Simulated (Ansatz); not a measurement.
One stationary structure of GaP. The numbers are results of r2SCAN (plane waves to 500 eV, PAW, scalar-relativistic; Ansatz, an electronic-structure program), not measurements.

F-43m (No. 216), cF8, zinc blende type; a = 5.452 Å, b = 5.452 Å, c = 5.452 Å, α = 90.00°, β = 90.00°, γ = 90.00°.

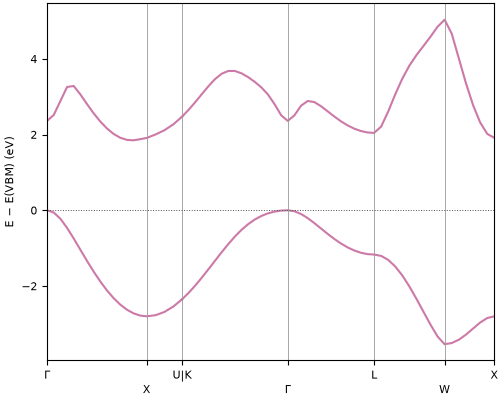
Figure. Highest filled and lowest empty band along the path of this cell's Brillouin zone

### Question
Read off the gap and say whether it is direct.

### Answer
1.85 eV, indirect (valence top at Γ, conduction bottom at 87 % of the way from Γ to X) (no spin-orbit coupling).

### Question
How far does the top valence band disperse along this path?

### Answer
About 3.5 eV.

No spin polarisation in the result.

Measured for GaP: a 5.439 Å (static lattice; corrected from measurement; as listed in Daniel Mejia-Rodriguez, S. B. Trickey, Phys. Rev. B (2018)); gap 2.43 eV (static lattice; corrected from measurement; as listed in Wei Chen et al., Physical Review Materials (2018)). Computed minus measured — a: r2SCAN +0.2 %; gap: r2SCAN -0.58 eV. The computed values are for a static lattice, and a measured gap can be an optical one, lowered by exciton binding.

The run could not lose the symmetry of its start; a randomly shaken copy of 2 atoms returns to this structure.

All atoms sit on sites fixed by symmetry, so only the cell could relax.
